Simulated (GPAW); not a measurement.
## MnGaAs2 (GaAs8x111 Mn2 nn): which magnetic order is lowest

Wanted: the moments of MnGaAs2 (GaAs8x111 Mn2 nn) and the energy of each order that was tried.

Calculated with GPAW 26.7.0; PBE; plane waves with GPAW's PAW setups, scalar-relativistic.

## 1. Starting point

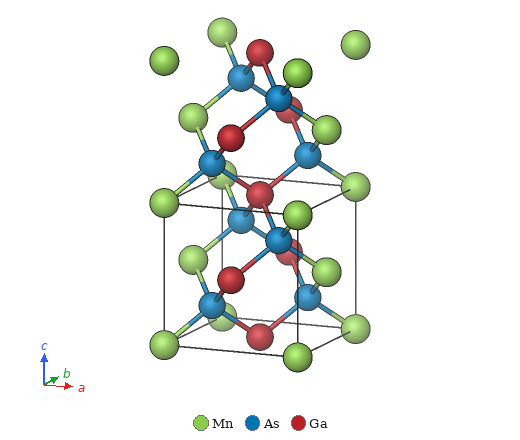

The cell as given, slightly off an axis (manganese green, arsenic blue, gallium red). 1×1×2 cells are drawn. Bonds to atoms that aren't drawn are left out. Some periodic images of atoms are drawn too.

As a file:

```cif
data_structure
_symmetry_space_group_name_H-M 'P 1'
_symmetry_Int_Tables_number 1
_cell_length_a 5.6530
_cell_length_b 5.6530
_cell_length_c 5.6530
_cell_angle_alpha 90.000
_cell_angle_beta 90.000
_cell_angle_gamma 90.000
_cell_volume 180.65
loop_
_atom_site_label
_atom_site_type_symbol
_atom_site_fract_x
_atom_site_fract_y
_atom_site_fract_z
_atom_site_occupancy
Mn1 Mn 0.00000 0.00000 0.00000 1
As2 As 0.25000 0.25000 0.25000 1
Mn3 Mn 0.00000 0.50000 0.50000 1
As4 As 0.25000 0.75000 0.75000 1
Ga5 Ga 0.50000 0.00000 0.50000 1
As6 As 0.75000 0.25000 0.75000 1
Ga7 Ga 0.50000 0.50000 0.00000 1
As8 As 0.75000 0.75000 0.25000 1
```

The cell is a made-up one and need not be a known phase.

## 2. Start 1: ferro ++

Parallel moments need no larger cell; this start tests for a ferromagnetic state only.

order1.py

```python
import json
import numpy as np
from ase import Atoms
from ase.parallel import paropen, parprint
from gpaw import GPAW

atoms = Atoms(['Mn', 'As', 'Mn', 'As', 'Ga', 'As', 'Ga', 'As'],
    cell=[[5.653, 0.0, 0.0],
         [0.0, 5.653, 0.0],
         [0.0, 0.0, 5.653]],
    scaled_positions=[[0.0, 0.0, 0.0],
         [0.25, 0.25, 0.25],
         [0.0, 0.5, 0.5],
         [0.25, 0.75, 0.75],
         [0.5, 0.0, 0.5],
         [0.75, 0.25, 0.75],
         [0.5, 0.5, 0.0],
         [0.75, 0.75, 0.25]],
    pbc=True,
    magmoms=[4.5, 0.0, 4.5, 0.0, 0.0, 0.0, 0.0, 0.0])
atoms.calc = GPAW(mode={'name': 'pw', 'ecut': 450},
    xc='PBE',
    kpts={'size': (5, 5, 5), 'gamma': True},
    occupations={'name': 'fermi-dirac', 'width': 0.05},
    convergence={'density': 1e-05, 'energy': 1e-05},
    maxiter=200,
    mixer={'name': 'pulay', 'beta': 0.05, 'nmaxold': 6, 'weight': 50},
    symmetry={'tolerance': 1e-4},
    txt='order1.txt')
e = atoms.get_potential_energy(force_consistent=True)
res = {'free_energy': e, 'energy_sigma0': atoms.get_potential_energy(), 'fermi_energy': atoms.calc.get_fermi_level()}
res['moments'] = atoms.get_magnetic_moments().tolist()
res['total'] = atoms.get_magnetic_moment()
parprint('site moments (muB):', np.round(res['moments'], 3))
parprint(f"total moment: {res['total']:.3f} muB")
parprint(f'free energy: {e:.6f} eV')
atoms.calc.write('order1.gpw')
with paropen('results.json', 'w') as f:
    json.dump(res, f)
```

On the command line:

```bash
$ OMP_NUM_THREADS=1 mpirun -n 4 gpaw python order1.py > order1.log
```

Numbers of over 12 decimals in the logs are rounded to 6 here.

Output:

```text
site moments (muB): [ 3.616 -0.063  3.616 -0.063  0.06  -0.063  0.06  -0.063]
total moment: 7.956 muB
free energy: -44.251101 eV

--- order1.txt ---
Input parameters:
  mode=PW(ecut=450),
  convergence={'density': 1e-05, 'energy': 1e-05},
  kpts=MonkhorstPack(size=(5, 5, 5), gamma=True),
  maxiter=200,
  mixer=Pulay(name='pulay', nmaxold=6, beta=0.05, weight=50, sigma=0.015, g_ss=None),
  occupations=Occupations(name='fermi-dirac', width=0.05),
  symmetry=Symmetry(tolerance=0.0001),
  xc=XC(name='PBE')

Diagonalizing LCAO Hamiltonian
Converting LCAO to pw mode
    .-------------.
   /|             |
  / |  As         |
 *  |             |
 |  |       As    |
 |Mn|             |
 |  |   Ga    As  |
 |  .-------------.
 | / As          /
 |/      Ga     /
 Mn------------*

Atoms  # Å, Bohr magnetons
|   | symbol |        x |        y |        z |    initial magnetic moments |
|---|--------|----------|----------|----------|-----------------------------|
| 0 |     Mn | 0.000000 | 0.000000 | 0.000000 | ( 0.0000,  0.0000,  4.5000) |
| 1 |     As | 1.413250 | 1.413250 | 1.413250 | ( 0.0000,  0.0000,  0.0000) |
| 2 |     Mn | 0.000000 | 2.826500 | 2.826500 | ( 0.0000,  0.0000,  4.5000) |
| 3 |     As | 1.413250 | 4.239750 | 4.239750 | ( 0.0000,  0.0000,  0.0000) |
| 4 |     Ga | 2.826500 | 0.000000 | 2.826500 | ( 0.0000,  0.0000,  0.0000) |
| 5 |     As | 4.239750 | 1.413250 | 4.239750 | ( 0.0000,  0.0000,  0.0000) |
| 6 |     Ga | 2.826500 | 2.826500 | 0.000000 | ( 0.0000,  0.0000,  0.0000) |
| 7 |     As | 4.239750 | 4.239750 | 1.413250 | ( 0.0000,  0.0000,  0.0000) |

Unit cell  # Å
| periodic |        x |        y |        z |  lengths |    angles |
|----------|----------|----------|----------|----------|-----------|
|      yes | 5.653000 | 0.000000 | 0.000000 | 5.653000 | 90.000000 |
|      yes | 0.000000 | 5.653000 | 0.000000 | 5.653000 | 90.000000 |
|      yes | 0.000000 | 0.000000 | 5.653000 | 5.653000 | 90.000000 |

Number of symmetries: 8

BZ-sampling:
  Number of BZ points: 125
  Number of IBZ points: 18

  Monkhorst-Pack size: [5, 5, 5]
  Monkhorst-Pack shift: [0, 0, 0]

K-points  # in reciprocal-cell coordinates
|     |                                coordinates |     weight |
|-----|--------------------------------------------|------------|
|   0 | (  0.00000000,   0.00000000,   0.00000000) | 0.00800000 |
|   1 | (  0.00000000,   0.20000000,   0.00000000) | 0.03200000 |
|   2 | (  0.00000000,   0.20000000,   0.20000000) | 0.03200000 |
|   3 | (  0.00000000,   0.40000000,   0.00000000) | 0.03200000 |
|   4 | (  0.00000000,   0.40000000,   0.20000000) | 0.06400000 |
|   5 | (  0.00000000,   0.40000000,   0.40000000) | 0.03200000 |
|   6 | (  0.20000000,   0.00000000,   0.00000000) | 0.01600000 |
|   7 | (  0.20000000,   0.20000000,   0.00000000) | 0.06400000 |
|   8 | (  0.20000000,   0.20000000,   0.20000000) | 0.06400000 |
|   9 | (  0.20000000,   0.40000000,   0.00000000) | 0.06400000 |
| ... |                                            |            |
|  17 | (  0.40000000,   0.40000000,   0.40000000) | 0.06400000 |

Plane wave coefficients: 3933
Cutoff: 450.000000 eV

Spin-components: 2 (collinear spins)
Bands:           43
Projectors:      42
Spin-degeneracy: 1
Datatype:        complex128

Parallelization:
  kpt:    4
  domain: 1
  band:   1

Density:
  Valence electrons: 56.0
  Components: 2
  Grid points: [28 28 28]
  Charge: 0.0  # |e|

Potential:
  Grid points: [28 28 28]

species:
  Mn:
    name:    Manganese
    Z:       25.0
    valence: 15
    core:    10
    charge:  0.0  # [|e|]
    compensation charges:
      type: gauss
      rc: 0.38  # [Å]
      lmax: 2
    cutoffs:
      filter: 2.14  # [Å]
      core: 0.86  # [Å]
    projectors
    | kind |    occ | energy [eV] | rcut [Å] |
    |------|--------|-------------|----------|
    |   3s |  2.000 |     -85.859 |    1.275 |
    |   4s |  2.000 |      -5.106 |    1.275 |
    |   3p |  6.000 |     -54.597 |    1.281 |
    |   4p |  0.000 |      -1.371 |    1.281 |
    |   3d |  5.000 |      -6.771 |    1.138 |
    |    d |        |      20.441 |    1.138 |

    Using partial waves for Mn as LCAO basis

  As:
    name:    Arsenic
    Z:       33.0
    valence: 5
    core:    28
    charge:  0.0  # [|e|]
    compensation charges:
      type: gauss
      rc: 0.33  # [Å]
      lmax: 2
    cutoffs:
      filter: 1.87  # [Å]
      core: 2.96  # [Å]
    projectors
    | kind |    occ | energy [eV] | rcut [Å] |
    |------|--------|-------------|----------|
    |   4s |  2.000 |     -14.487 |    1.058 |
    |   4p |  3.000 |      -5.196 |    1.058 |
    |    s |        |      12.725 |    1.058 |
    |    p |        |      22.016 |    1.058 |
    |    d |        |       0.000 |    1.058 |

    Using partial waves for As as LCAO basis

  Ga:
    name:    Gallium
    Z:       31.0
    valence: 3
    core:    28
    charge:  0.0  # [|e|]
    compensation charges:
      type: gauss
      rc: 0.37  # [Å]
      lmax: 2
    cutoffs:
      filter: 2.06  # [Å]
      core: 4.17  # [Å]
    projectors
    | kind |    occ | energy [eV] | rcut [Å] |
    |------|--------|-------------|----------|
    |   4s |  2.000 |      -8.945 |    1.164 |
    |   4p |  1.000 |      -2.580 |    1.164 |
    |    s |        |      18.266 |    1.164 |
    |    p |        |      24.631 |    1.164 |
    |    d |        |       0.000 |    1.164 |

    Using partial waves for Ga as LCAO basis

Reference energy: -414809.413604  # eV

eigensolver:
  PPCG
  Converge bands: occupied
  niter=2

density mixing:
  Pulay-Mixer
  Linear mixing parameters: 0.05
  Old densities: 6
  Fourier metric: weight=50, sigma=0.015

occupation numbers:
  Fermi-Dirac:
    width: 0.0500  # eV

poisson solver:
  ecut: 3600.000000  # eV

xc functional:
  name: PBE with 2 nearest neighbor stencil

convergence criteria:
- Maximum integral of absolute [dens]ity change: 1e-05 electrons / valence electron
- Maximum [total energy] change in last 3 cyles: 1e-05 eV / valence electron
- Maximum integral of absolute [eigenst]ate change: 4e-08 eV^2 / valence electron
maximum number of iterations: 200

SCF iterations
|iter     |      energy | eigst |  dens |  magmom |
|---------|-------------|-------|-------|---------|
|iter:   1|       0s |  -44.399603 | +0.09 |       |  +9.0158|
|iter:   2|       2s |  -44.284509 | -1.71 | -0.99 |  +8.9634|
|iter:   3|       5s |  -44.141881 | -2.18 | -1.03 |  +8.8126|
|iter:   4|       8s |  -44.209241 | -1.83 | -1.12 |  +8.3566|
|iter:   5|      11s |  -44.238766 | -2.70 | -1.42 |  +8.2027|
|iter:   6|      14s |  -44.241788 | -2.60 | -1.59 |  +8.0048|
|iter:   7|      17s |  -44.239506 | -3.95 | -2.01 |  +8.0143|
|iter:   8|      19s |  -44.242920 | -3.59 | -2.03 |  +7.9532|
|iter:   9|      22s |  -44.242810 | -5.24 | -2.52 |  +7.9560|
|iter:  10|      25s |  -44.242991c| -5.24 | -2.53 |  +7.9562|
|iter:  11|      28s |  -44.243247c| -5.62 | -2.61 |  +7.9542|
|iter:  12|      31s |  -44.243924 | -4.56 | -2.68 |  +7.9507|
|iter:  13|      34s |  -44.243938 | -6.08 | -3.15 |  +7.9525|
|iter:  14|      36s |  -44.243948c| -6.96 | -3.23 |  +7.9538|
|iter:  15|      39s |  -44.243960c| -7.06 | -3.29 |  +7.9548|
|iter:  16|      42s |  -44.243993c| -5.91 | -3.35 |  +7.9551|
|iter:  17|      45s |  -44.243994c| -7.32 | -3.79 |  +7.9553|
|iter:  18|      48s |  -44.243995c| -7.33 | -3.91 |  +7.9557|
|iter:  19|      49s |  -44.243995c| -8.03c| -4.21 |  +7.9557|
|iter:  20|      52s |  -44.243995c| -7.58c| -4.26 |  +7.9557|
|iter:  21|      53s |  -44.243995c| -8.51c| -4.57 |  +7.9557|
|iter:  22|      55s |  -44.243995c| -8.80c| -4.60 |  +7.9556|
|iter:  23|      56s |  -44.243995c| -9.11c| -4.63 |  +7.9556|
|iter:  24|      58s |  -44.243995c| -9.25c| -4.68 |  +7.9557|
|iter:  25|      59s |  -44.243995c| -8.41c| -4.73 |  +7.9557|
|iter:  26|      60s |  -44.243995c| -8.69c| -5.01c|  +7.9557|

Converged in 26 steps
Energy contributions relative to reference atoms: (reference = -414809.413604)

Energy contributions:
  Kinetic:          92.177651
  Coulomb:         -82.608316
  Zero:              0.336953
  External:          0.000000
  Xc:              -54.143177
  Entropy:          -0.014211
  Spinorbit:         0.000000
  ----------------------------
  Free energy:     -44.251101
  Extrapolated:    -44.243995

dipole moment: (-25.342928, -27.117056, -27.117056)  # |e|*Ang

Total magnetic moment: (0.000000, 0.000000, 7.955707)

Local magnetic moments
|        x |        y |         z |
|----------|----------|-----------|
| 0.000000 | 0.000000 |  3.616424 |  # Mn   0
| 0.000000 | 0.000000 | -0.063133 |  # As   1
| 0.000000 | 0.000000 |  3.616424 |  # Mn   2
| 0.000000 | 0.000000 | -0.063133 |  # As   3
| 0.000000 | 0.000000 |  0.060296 |  # Ga   4
| 0.000000 | 0.000000 | -0.063133 |  # As   5
| 0.000000 | 0.000000 |  0.060296 |  # Ga   6
| 0.000000 | 0.000000 | -0.063133 |  # As   7

Fermi level: 4.787
Eigenvalues  # (at kpt = [0.000, 0.000, 0.000])
| band index |      eig [eV] | occ [0-1] |      eig [eV] | occ [0-1] |
|------------|---------------|-----------|---------------|-----------|
|          0 |       -76.571 |     1.000 |       -72.575 |     1.000 |
|        ... |               |           |               |           |
|         20 |         1.809 |     1.000 |         3.007 |     1.000 |
|         21 |         1.871 |     1.000 |         3.243 |     1.000 |
|         22 |         2.050 |     1.000 |         3.466 |     1.000 |
|         23 |         2.122 |     1.000 |         3.466 |     1.000 |
|         24 |         2.164 |     1.000 |         4.583 |     0.983 |
|         25 |         2.423 |     1.000 |         4.863 |     0.180 |
|         26 |         2.684 |     1.000 |         5.307 |     0.000 |
|         27 |         2.684 |     1.000 |         5.307 |     0.000 |
|         28 |         3.273 |     1.000 |         5.866 |     0.000 |
|         29 |         3.273 |     1.000 |         5.961 |     0.000 |
|         30 |         3.892 |     1.000 |         6.141 |     0.000 |
|         31 |         5.969 |     0.000 |         6.423 |     0.000 |
|         32 |         6.261 |     0.000 |         7.046 |     0.000 |
|         33 |         6.426 |     0.000 |         7.879 |     0.000 |
|         34 |         6.426 |     0.000 |         7.879 |     0.000 |
|         35 |         7.253 |     0.000 |         8.180 |     0.000 |
|        ... |               |           |               |           |
|         42 |         9.992 |     0.000 |        10.654 |     0.000 |

No gap
No difference between direct/indirect transitions
```

Elapsed: 68 s, on 4 MPI ranks of Arm Neoverse V1, shared host; peak memory 0.92 GiB.

Spin moment in the augmentation sphere by atom:

```csv
atom,spin moment in the augmentation sphere (μB)
Mn1,3.62
As2,-0.06
Mn3,3.62
As4,-0.06
Ga5,0.06
As6,-0.06
Ga7,0.06
As8,-0.06
```

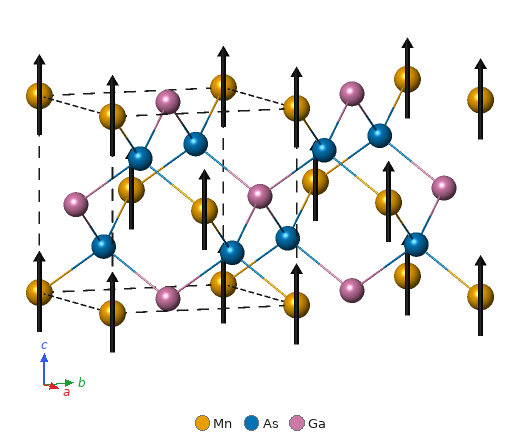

Spin moment in the augmentation sphere as arrows, the longest 3.62 μB. Up and down stand for the sign. Arrows give size and sign along the axis of quantisation, drawn up and down the page. Bonds to atoms that aren't drawn are left out. 1×2×1 cells are drawn. Some periodic images of atoms are drawn too.

Numbers from this step:

```yaml
magnetization: 7.956 μB
final_state: ferromagnetic
```

After 26 cycles the largest moment stands at 3.62 μB.

(Continued in part 2 of 2.)

[Logs and program files are shortened in this print: banners, set-up blocks, solver, clock and traceback lines can be left out without a mark of their own.]

[Logs are printed without paths, hosts, clocks, repeated set-up lines and the standing remarks that a program may print on its own settings, such as how far it seeks lower states.]

[Hosts, paths, dates, database ids (printed as entryN), source tags and the programs' standing remarks are cut or masked in the printed files.]

[Where a cell is said to come from a database of computed structures, the database is the Materials Project.]
